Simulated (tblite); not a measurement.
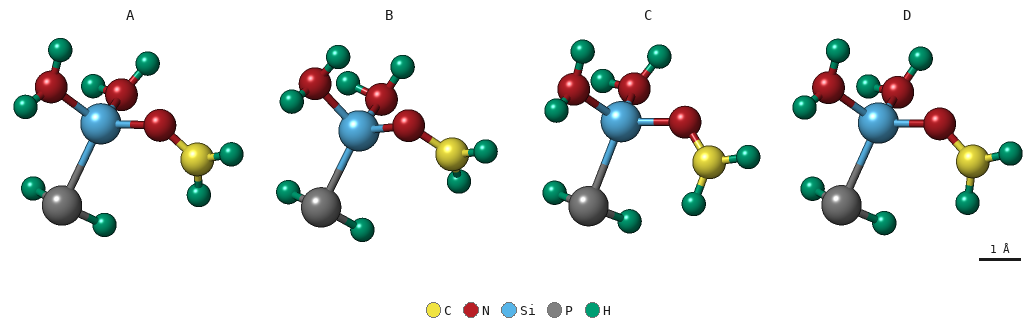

4 geometries from one relaxation of CH8N3PSi, in shuffled order. The picture is a ball-and-stick view, seen from a free direction.

Level of theory: GFN2-xTB geometry optimisation, gas phase in tblite. 

Question: Order the frames from highest to lowest energy.

Answer: B, A, D, C. They are steps 0, 49, 60, 111, at +1.303 eV, +0.063 eV, +0.034 eV relative to the last. After 111 geometry steps the energy has fallen by 1.303 eV. The atom that moves furthest after the best rigid fit is an H atom (1.27 Å). By element the largest moves are H 1.27 Å, N 0.65 Å, Si 0.27 Å, C 0.26 Å, P 0.21 Å. Among the contacts that change: P–Si 2.135 → 2.254 Å, N–Si 1.675 → 1.748 Å, N–Si 1.657 → 1.725 Å, C–N 1.302 → 1.246 Å. Bond angles that change, for instance: N–Si–N 98.2° → 113.8°, Si–N–H 104.5° → 117.5°, Si–N–H 106.4° → 118.1°. Groups turn about N–Si by about 65°.
